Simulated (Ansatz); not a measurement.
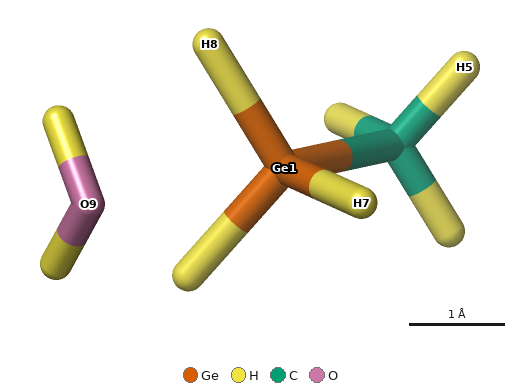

Fig. 1: The structure as given in the input (stick view, seen at a tilt; atoms are numbered from 1 in the order of the input). Sticks mark near contacts. Bond lengths as drawn: C–Ge 1.94 Å, C–H 1.10 Å, Ge–H 1.54 to 1.55 Å and H–O 0.98 Å.

Nudged elastic band, with input and output: CH8GeO

- system: CH8GeO
- method: RKS LDA/def2-mTZVP (Ansatz 0.2.0)

It belongs to a series of runs on one base structure; here: band between the two ends. Figures and captions count atoms from 1; the log counts them from 0 in places.

Log
```
Engine: ansatz 0.2.0, aarch64-unknown-linux-gnu
Functional definition: SPW92
  exchange = slater_x
  correlation = pw_c
1031 factors; their error is unknown
mean field evaluation 1: about -59606.5149 eV, gradient 8.9e1 eV
mean field evaluation 2: about -59568.4298 eV, gradient 1.5e2 eV
mean field evaluation 4: about -59620.4322 eV, gradient 1.5e1 eV
mean field evaluation 8: about -59620.8641 eV, gradient 2.0e-1 eV
mean field evaluation 16: about -59620.8193 eV, gradient 1.5e-4 eV
mean field -59620.81928267 eV, -2191.0246961953 hartree, gradient 5.2e-5 eV, S^2 0.000000; 0 other end points of the search recorded, 0 dependent functions left out
the calculation of the forces begins
reference -59620.81932149 eV, -2191.0246976221 hartree; 27, 27 occupied and 76, 76 virtual orbitals, 1031 factors
1031 factors; their error is unknown
mean field evaluation 32: about -59620.8061 eV, gradient 3.0e-3 eV
mean field -59620.80614009 eV, -2191.0242132146 hartree, gradient 1.6e-5 eV, S^2 0.000000; 0 other end points of the search recorded, 0 dependent functions left out
[... from here on the field's lines of each further geometry are left out, up to the last ...]
NEB iter   1: max|band force component| = 6.052e0 eV/Å  barrier→ = 3.3319 eV  barrier← = 3.3188 eV  Δτ_max = 0.2000 Å  (196 SCF iters)
NEB iter   2: max|band force component| = 2.322e0 eV/Å  barrier→ = 2.4166 eV  barrier← = 2.4035 eV  Δτ_max = 0.2000 Å  (169 SCF iters)
NEB iter   3: max|band force component| = 3.824e0 eV/Å  barrier→ = 1.8632 eV  barrier← = 1.8501 eV  Δτ_max = 0.1003 Å  (161 SCF iters)
NEB iter   4: max|band force component| = 7.630e-1 eV/Å  barrier→ = 1.5886 eV  barrier← = 1.5754 eV  Δτ_max = 0.1993 Å  (149 SCF iters)
NEB iter   5: max|band force component| = 5.881e-1 eV/Å  barrier→ = 1.2143 eV  barrier← = 1.2011 eV  Δτ_max = 0.1986 Å  (153 SCF iters)
NEB iter   6: max|band force component| = 1.162e0 eV/Å  barrier→ = 1.0558 eV  barrier← = 1.0427 eV  CI = image 2  Δτ_max = 0.2000 Å  (146 SCF iters)
NEB iter   7: max|band force component| = 1.722e0 eV/Å  barrier→ = 1.6186 eV  barrier← = 1.6055 eV  CI = image 2  Δτ_max = 0.1014 Å  (152 SCF iters)
NEB iter   8: max|band force component| = 1.217e0 eV/Å  barrier→ = 1.7243 eV  barrier← = 1.7111 eV  CI = image 2  Δτ_max = 0.2000 Å  (147 SCF iters)
NEB iter   9: max|band force component| = 1.891e0 eV/Å  barrier→ = 1.8216 eV  barrier← = 1.8085 eV  CI = image 2  Δτ_max = 0.0980 Å  (152 SCF iters)
NEB iter  10: max|band force component| = 7.805e-1 eV/Å  barrier→ = 1.7172 eV  barrier← = 1.7040 eV  CI = image 2  Δτ_max = 0.1301 Å  (148 SCF iters)
NEB iter  11: max|band force component| = 2.155e-1 eV/Å  barrier→ = 1.6915 eV  barrier← = 1.6784 eV  CI = image 2  Δτ_max = 0.0540 Å  (147 SCF iters)
NEB iter  12: max|band force component| = 1.301e-1 eV/Å  barrier→ = 1.6820 eV  barrier← = 1.6689 eV  CI = image 2  Δτ_max = 0.1091 Å  (150 SCF iters)
NEB iter  13: max|band force component| = 2.838e-1 eV/Å  barrier→ = 1.6663 eV  barrier← = 1.6532 eV  CI = image 2  Δτ_max = 0.0544 Å  (152 SCF iters)
NEB iter  14: max|band force component| = 2.941e-1 eV/Å  barrier→ = 1.6562 eV  barrier← = 1.6431 eV  CI = image 2  Δτ_max = 0.1087 Å  (154 SCF iters)
NEB iter  15: max|band force component| = 2.177e-1 eV/Å  barrier→ = 1.6290 eV  barrier← = 1.6159 eV  CI = image 2  Δτ_max = 0.1998 Å  (148 SCF iters)
NEB iter  16: max|band force component| = 1.428e-1 eV/Å  barrier→ = 1.5838 eV  barrier← = 1.5707 eV  CI = image 2  Δτ_max = 0.1999 Å  (148 SCF iters)
NEB iter  17: max|band force component| = 2.167e-1 eV/Å  barrier→ = 1.5616 eV  barrier← = 1.5485 eV  CI = image 2  Δτ_max = 0.1001 Å  (150 SCF iters)
NEB iter  18: max|band force component| = 2.113e-1 eV/Å  barrier→ = 1.5454 eV  barrier← = 1.5322 eV  CI = image 2  Δτ_max = 0.0997 Å  (152 SCF iters)
NEB iter  19: max|band force component| = 2.183e-1 eV/Å  barrier→ = 1.5406 eV  barrier← = 1.5275 eV  CI = image 2  Δτ_max = 0.1003 Å  (150 SCF iters)
NEB iter  20: max|band force component| = 1.344e-1 eV/Å  barrier→ = 1.5354 eV  barrier← = 1.5223 eV  CI = image 2  Δτ_max = 0.0999 Å  (150 SCF iters)
NEB iter  21: max|band force component| = 1.023e-1 eV/Å  barrier→ = 1.5337 eV  barrier← = 1.5206 eV  CI = image 2  Δτ_max = 0.1001 Å  (148 SCF iters)
NEB iter  22: max|band force component| = 1.196e-1 eV/Å  barrier→ = 1.5325 eV  barrier← = 1.5193 eV  CI = image 2  Δτ_max = 0.0501 Å  (152 SCF iters)
NEB iter  23: max|band force component| = 9.312e-2 eV/Å  barrier→ = 1.5318 eV  barrier← = 1.5186 eV  CI = image 2  Δτ_max = 0.0501 Å  (155 SCF iters)
NEB iter  24: max|band force component| = 1.002e-1 eV/Å  barrier→ = 1.5313 eV  barrier← = 1.5181 eV  CI = image 2  Δτ_max = 0.1003 Å  (154 SCF iters)
NEB iter  25: max|band force component| = 8.268e-2 eV/Å  barrier→ = 1.5310 eV  barrier← = 1.5179 eV  CI = image 2  Δτ_max = 0.0990 Å  (153 SCF iters)
NEB iter  26: max|band force component| = 9.832e-2 eV/Å  barrier→ = 1.5309 eV  barrier← = 1.5178 eV  CI = image 2  Δτ_max = 0.0500 Å  (149 SCF iters)
NEB iter  27: max|band force component| = 5.237e-2 eV/Å  barrier→ = 1.5310 eV  barrier← = 1.5178 eV  CI = image 2  Δτ_max = 0.0500 Å  (154 SCF iters)
the calculation of the forces begins
reference -59620.77391090 eV, -2191.0230288135 hartree; 27, 27 occupied and 76, 76 virtual orbitals, 1031 factors
1031 factors; their error is unknown
mean field evaluation 1184: about -59619.2882 eV, gradient 2.2e-5 eV
mean field -59619.28822479 eV, -2190.9684308559 hartree, gradient 1.9e-5 eV, S^2 0.000000; 1 other end points of the search recorded, 0 dependent functions left out
the calculation of the forces begins
reference -59619.28826277 eV, -2190.9684322517 hartree; 27, 27 occupied and 76, 76 virtual orbitals, 1031 factors
NEB iter  28: max|band force component| = 2.942e-2 eV/Å  barrier→ = 1.5311 eV  barrier← = 1.5179 eV  CI = image 2  Δτ_max = 0.0000 Å  (298 SCF iters)
```

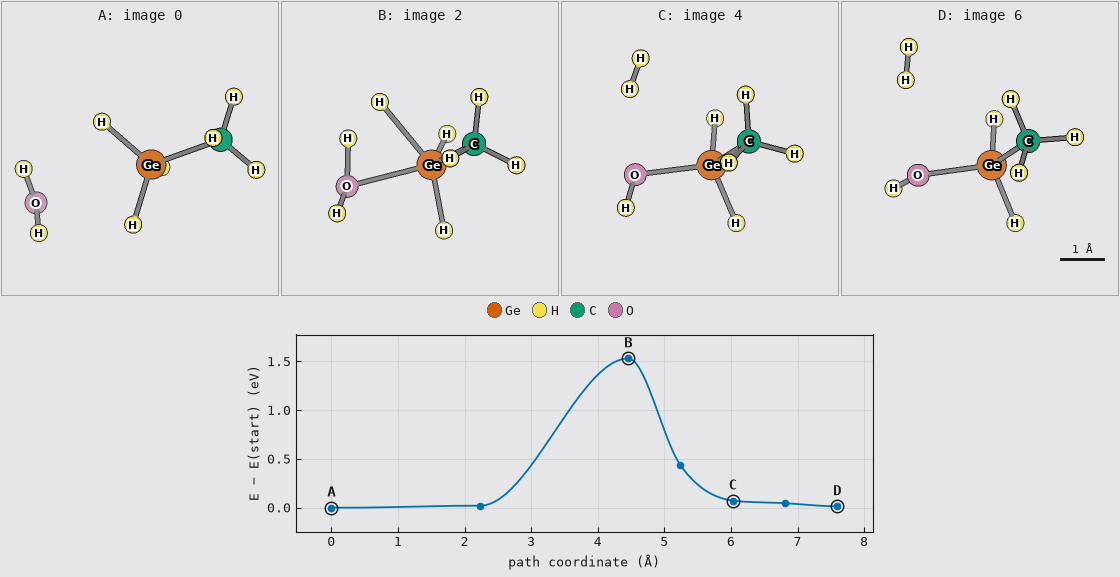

Fig. 2: Images of the last band (counted from 0; ball-and-stick, seen at a tilt) above the energy along the path; the line is a cubic interpolation that uses the forces. The highest image is number 2, 1.531 eV above the start and 1.518 eV above the end (the climbing image); the end lies 0.013 eV above the start. The path is 7.59 Å long. The band converged in 28 iterations.

```
Total energy: -59619.28826277 eV, -2190.9684322517 hartree
Atom 0 at    -0.262794     0.358761    -0.377258 Å, force    -0.008371     0.013876    -0.000712 eV/Å
Atom 1 at    -0.025752     0.677125     1.514953 Å, force     0.021812    -0.013456     0.002293 eV/Å
Atom 2 at     1.601053    -0.182411    -0.423707 Å, force    -0.003667    -0.000646     0.009522 eV/Å
Atom 3 at     1.706780    -1.185214     0.018495 Å, force     0.000231    -0.000394    -0.001154 eV/Å
Atom 4 at     1.955931    -0.229589    -1.465385 Å, force    -0.002312     0.001506     0.001064 eV/Å
Atom 5 at     2.220272     0.513335     0.159050 Å, force    -0.000948     0.000030    -0.001236 eV/Å
Atom 6 at    -0.579093     1.854913    -0.552851 Å, force     0.001324     0.001646    -0.011676 eV/Å
Atom 7 at    -0.945462    -0.389963    -1.574563 Å, force     0.004716     0.002125    -0.001300 eV/Å
Atom 8 at    -1.655647    -0.516189     0.801255 Å, force     0.022077    -0.022670     0.025345 eV/Å
Atom 9 at    -1.604963    -1.498311     0.781847 Å, force    -0.011290    -0.003740    -0.009568 eV/Å
Atom 10 at    -0.896626    -0.032157     1.539966 Å, force    -0.023571     0.021724    -0.012578 eV/Å
Dipole moment:     0.163125    -0.351080    -0.076503 e Å
this run last wrote the band of iteration 28 to [file]
```

The last band as extended XYZ (Å, eV, eV/Å)
```
11
Properties=species:S:1:pos:R:3:forces:R:3 image=0 energy=-59620.81928
Ge    0.2407    0.1021   -0.0778    0.0033   0.0032   0.0016
H     0.2273   -0.1604    1.4470    0.0001   0.0002  -0.0026
C     2.0713    0.0007   -0.7252    0.0009   0.0002   0.0002
H     2.5059   -0.9885   -0.5184    0.0000   0.0010  -0.0001
H     2.1090    0.1726   -1.8113   -0.0006  -0.0005   0.0019
H     2.6987    0.7610   -0.2363   -0.0012  -0.0015  -0.0011
H    -0.3675    1.4839   -0.3671   -0.0003  -0.0006   0.0002
H    -0.6063   -0.9941   -0.7635   -0.0023  -0.0014   0.0004
O    -2.6113    0.0223    1.0658    0.0092  -0.0242   0.0021
H    -2.6607   -0.8069    0.5507    0.0031   0.0215   0.0156
H    -2.0936   -0.2224    1.8580   -0.0122   0.0020  -0.0181
11
Properties=species:S:1:pos:R:3:forces:R:3 image=1 energy=-59620.80053
Ge    0.1724    0.5905   -0.2997   -0.0023  -0.0110  -0.0098
H    -0.1294    0.7008    1.2161   -0.0076   0.0051   0.0034
C     1.9528   -0.1137   -0.5811    0.0002  -0.0084  -0.0032
H     2.0452   -1.1170   -0.1402   -0.0008   0.0074  -0.0013
H     2.1716   -0.1857   -1.6567    0.0013  -0.0014   0.0077
H     2.7052    0.5404   -0.1172    0.0005  -0.0008  -0.0014
H     0.0058    1.9915   -0.9188   -0.0002   0.0033   0.0025
H    -0.8931   -0.3465   -0.9143    0.0008   0.0092   0.0034
O    -2.3811   -1.0878    1.5681    0.0021   0.0024  -0.0046
H    -2.4560   -1.1899    0.5998   -0.0030  -0.0057  -0.0012
H    -1.6797   -0.4122    1.6658    0.0091   0.0000   0.0045
11
Properties=species:S:1:pos:R:3:forces:R:3 image=2 energy=-59619.28822
Ge   -0.2628    0.3588   -0.3773   -0.0084   0.0139  -0.0007
H    -0.0258    0.6771    1.5150    0.0218  -0.0135   0.0023
C     1.6011   -0.1824   -0.4237   -0.0037  -0.0006   0.0095
H     1.7068   -1.1852    0.0185    0.0002  -0.0004  -0.0012
H     1.9559   -0.2296   -1.4654   -0.0023   0.0015   0.0011
H     2.2203    0.5133    0.1590   -0.0009   0.0000  -0.0012
H    -0.5791    1.8549   -0.5529    0.0013   0.0016  -0.0117
H    -0.9455   -0.3900   -1.5746    0.0047   0.0021  -0.0013
O    -1.6556   -0.5162    0.8013    0.0221  -0.0227   0.0253
H    -1.6050   -1.4983    0.7818   -0.0113  -0.0037  -0.0096
H    -0.8966   -0.0322    1.5400   -0.0236   0.0217  -0.0126
11
Properties=species:S:1:pos:R:3:forces:R:3 image=3 energy=-59620.38438
Ge   -0.3958    0.2242   -0.5299   -0.1780  -0.1902  -0.2204
H     0.0639    0.7172    1.8594    0.1043   0.1006   0.4408
C     1.5043   -0.2251   -0.4132   -0.1204  -0.0441   0.0384
H     1.6664   -1.2302    0.0029   -0.0357  -0.0361   0.0231
H     1.9022   -0.2272   -1.4430   -0.0534  -0.0017   0.0525
H     2.0968    0.4879    0.1804   -0.1725   0.0016   0.0394
H    -0.6192    1.7505   -0.4486   -0.0747  -0.1628   0.0900
H    -0.9479   -0.3465   -1.8420    0.0164   0.0055  -0.3612
O    -1.6047   -0.5206    0.6207    0.0730  -0.0192  -0.2492
H    -1.5874   -1.4970    0.6358    0.0376  -0.0123  -0.1805
H    -0.5650    0.2371    1.7993    0.4035   0.3586   0.3271
11
Properties=species:S:1:pos:R:3:forces:R:3 image=4 energy=-59620.74723
Ge   -0.4413    0.2031   -0.6911   -0.0031   0.0075  -0.0204
H     0.1825    0.8072    2.3340    0.0161   0.0237   0.0744
C     1.4277   -0.2553   -0.4492   -0.0256  -0.0123  -0.0252
H     1.5331   -1.3002   -0.1194   -0.0129  -0.0092  -0.0082
H     1.9676   -0.1420   -1.4024    0.0140   0.0027   0.0146
H     1.9011    0.3905    0.3043   -0.0349  -0.0129   0.0155
H    -0.7065    1.7014   -0.4588   -0.0184  -0.0087  -0.0176
H    -0.9439   -0.2477   -2.0840    0.0016  -0.0032  -0.0366
O    -1.4938   -0.5804    0.5344    0.0148  -0.0170  -0.0060
H    -1.5532   -1.5476    0.4182    0.0095  -0.0034  -0.0282
H    -0.3597    0.3412    2.0358    0.0388   0.0328   0.0376
11
Properties=species:S:1:pos:R:3:forces:R:3 image=5 energy=-59620.77387
Ge   -0.4071    0.1277   -0.7588    0.0037  -0.0120  -0.0039
H     0.1806    0.7820    2.5836   -0.0068   0.0134   0.0024
C     1.4687   -0.1997   -0.4552   -0.0011  -0.0010   0.0038
H     1.6172   -1.2668   -0.2315    0.0019   0.0010  -0.0142
H     2.0731    0.0640   -1.3361    0.0056   0.0141  -0.0012
H     1.8239    0.3852    0.4056   -0.0057  -0.0079   0.0059
H    -0.7657    1.6283   -0.6578   -0.0051  -0.0045  -0.0037
H    -0.9060   -0.4499   -2.1068   -0.0015  -0.0089  -0.0023
O    -1.2709   -0.7312    0.5574    0.0334  -0.0108   0.0159
H    -1.9829   -1.3111    0.2313   -0.0353   0.0199  -0.0191
H    -0.3172    0.3419    2.1901    0.0109  -0.0034   0.0163
11
Properties=species:S:1:pos:R:3:forces:R:3 image=6 energy=-59620.80614
Ge   -0.3597    0.0458   -0.7724    0.0108   0.0087  -0.0005
H    -0.0787    0.9473    2.5475   -0.0089  -0.0127  -0.0069
C     1.5183   -0.2382   -0.4749   -0.0040  -0.0010  -0.0046
H     1.7288   -1.3178   -0.4896    0.0074  -0.0005  -0.0025
H     2.1295    0.2518   -1.2470    0.0034   0.0033  -0.0003
H     1.8042    0.1589    0.5101   -0.0023   0.0002   0.0025
H    -0.7949    1.5186   -0.5636    0.0024  -0.0031   0.0014
H    -0.8368   -0.4398   -2.1645   -0.0034  -0.0067  -0.0006
O    -1.1122   -0.9809    0.4902   -0.0069   0.0025   0.0021
H    -2.0875   -0.9601    0.4650   -0.0072  -0.0008   0.0044
H    -0.3973    0.3849    2.1209    0.0086   0.0102   0.0049
```

The run was set up as follows.

Input
```yaml
crystal:
  periodic: [false, false, false]
  atoms:
    - { symbol: Ge, position_ang: [0.240697, 0.102095, -0.077803] }
    - { symbol: H, position_ang: [0.227307, -0.160357, 1.447034] }
    - { symbol: C, position_ang: [2.071337, 0.000733, -0.72519] }
    - { symbol: H, position_ang: [2.50595, -0.988513, -0.518412] }
    - { symbol: H, position_ang: [2.109044, 0.172592, -1.811331] }
    - { symbol: H, position_ang: [2.698708, 0.761013, -0.23629] }
    - { symbol: H, position_ang: [-0.367474, 1.483888, -0.367124] }
    - { symbol: H, position_ang: [-0.606287, -0.994108, -0.763529] }
    - { symbol: O, position_ang: [-2.61133, 0.022283, 1.065785] }
    - { symbol: H, position_ang: [-2.660674, -0.80694, 0.550709] }
    - { symbol: H, position_ang: [-2.093579, -0.222386, 1.857952] }
basis:
  gaussian: { orbitals: def2-mTZVP }
hamiltonian:
  xc: lda
neb:
  order_check: false
  images: 5
  f_tol: 0.05
  max_iterations: 60
  final_atoms:
    - { symbol: Ge, position_ang: [-0.35974267, 0.04577925, -0.77237623] }
    - { symbol: H, position_ang: [-0.07870021, 0.94725694, 2.54749679] }
    - { symbol: C, position_ang: [1.51833051, -0.2382476, -0.47491382] }
    - { symbol: H, position_ang: [1.72883031, -1.31784635, -0.48955758] }
    - { symbol: H, position_ang: [2.12945245, 0.25183581, -1.24699194] }
    - { symbol: H, position_ang: [1.8041588, 0.1588521, 0.51009879] }
    - { symbol: H, position_ang: [-0.79487035, 1.5185643, -0.56360278] }
    - { symbol: H, position_ang: [-0.83683948, -0.43976991, -2.16447275] }
    - { symbol: O, position_ang: [-1.11216607, -0.98091035, 0.49017337] }
    - { symbol: H, position_ang: [-2.08749534, -0.96008047, 0.46503505] }
    - { symbol: H, position_ang: [-0.39725895, 0.38486628, 2.12091212] }
  initial_path:
    images:
      - { positions_ang: [[0.240697, 0.102095, -0.077803], [0.227307, -0.160357, 1.447034], [2.071337, 0.000733, -0.72519], [2.50595, -0.988513, -0.518412], [2.109044, 0.172592, -1.811331], [2.698708, 0.761013, -0.23629], [-0.367474, 1.483888, -0.367124], [-0.606287, -0.994108, -0.763529], [-2.61133, 0.022283, 1.065785], [-2.660674, -0.80694, 0.550709], [-2.093579, -0.222386, 1.857952]] }
      - { positions_ang: [[0.16054386, 0.06812146, -0.05206429], [0.14785061, -0.10939481, 1.59781072], [1.99835355, 0.00133009, -0.69755292], [2.40420385, -1.00677646, -0.60314751], [2.04161366, 0.29307379, -1.74596798], [2.63246465, 0.68006577, -0.12513786], [-0.48715624, 1.41164208, -0.41675752], [-0.64647078, -1.08354841, -0.6844209], [-2.39688981, 0.01413595, 0.92399488], [-2.6103762, -0.74778416, 0.38822389], [-1.73043814, -0.15056532, 1.83682049]] }
      - { positions_ang: [[0.08039072, 0.03414793, -0.02632557], [0.06839421, -0.05843262, 1.74858744], [1.9253701, 0.00192719, -0.66991585], [2.3024577, -1.02503993, -0.68788303], [1.97418331, 0.41355558, -1.68060495], [2.56622129, 0.59911855, -0.01398571], [-0.60683848, 1.33939617, -0.46639104], [-0.68665457, -1.17298883, -0.60531281], [-2.18244962, 0.00598891, 0.78220476], [-2.5600784, -0.68862831, 0.22573877], [-1.36729728, -0.07874463, 1.81568899]] }
      - { positions_ang: [[0.00023758, 0.00017439, -0.00058686], [-0.01106218, -0.00747043, 1.89936416], [1.85238664, 0.00252428, -0.64227877], [2.20071155, -1.04330339, -0.77261854], [1.90675297, 0.53403737, -1.61524193], [2.49997794, 0.51817132, 0.09716643], [-0.72652073, 1.26715025, -0.51602456], [-0.72683835, -1.26242924, -0.52620471], [-1.96800943, -0.00215814, 0.64041464], [-2.5097806, -0.62947247, 0.06325366], [-1.00415641, -0.00692395, 1.79455748]] }
      - { positions_ang: [[-0.11975584, 0.01537601, -0.25784998], [-0.03360819, 0.31077202, 2.11540837], [1.7410346, -0.07773301, -0.58649045], [2.0434178, -1.13481771, -0.67826489], [1.98098613, 0.43997018, -1.49249193], [2.26803823, 0.39839825, 0.23481055], [-0.74930393, 1.35095493, -0.53188397], [-0.76350539, -0.98820946, -1.07229406], [-1.68272831, -0.32840888, 0.59033422], [-2.36901884, -0.73967513, 0.19718079], [-0.80185726, 0.12367279, 1.90334236]] }
      - { positions_ang: [[-0.23974925, 0.03057763, -0.51511311], [-0.0561542, 0.62901448, 2.33145258], [1.62968255, -0.1579903, -0.53070214], [1.88612406, -1.22633203, -0.58391124], [2.05521929, 0.34590299, -1.36974194], [2.03609851, 0.27862517, 0.37245467], [-0.77208714, 1.43475962, -0.54774337], [-0.80017244, -0.71398969, -1.6183834], [-1.39744719, -0.65465961, 0.5402538], [-2.22825709, -0.8498778, 0.33110792], [-0.5995581, 0.25426954, 2.01212724]] }
      - { positions_ang: [[-0.35974267, 0.04577925, -0.77237623], [-0.07870021, 0.94725694, 2.54749679], [1.51833051, -0.2382476, -0.47491382], [1.72883031, -1.31784635, -0.48955758], [2.12945245, 0.25183581, -1.24699194], [1.8041588, 0.1588521, 0.51009879], [-0.79487035, 1.5185643, -0.56360278], [-0.83683948, -0.43976991, -2.16447275], [-1.11216607, -0.98091035, 0.49017337], [-2.08749534, -0.96008047, 0.46503505], [-0.39725895, 0.38486628, 2.12091212]] }
```

Launch command:
```bash
ansatz run input.yaml --threads 2 --pin off --max-ram 3072MiB --backend cpu --events-out ev --progress --plain --runs-dir out
```

Results in brief

- outcome: converged
- barrier, forward: 1.531 eV
- barrier, backward: 1.518 eV
- hardware: 2 threads of Arm Neoverse V1, 24 GiB of memory available, shared host
- wall time: 2.7 min (CPU time 5.2 min)
- peak memory: 0.14 GiB

Notes

The order of the saddle point was not checked.
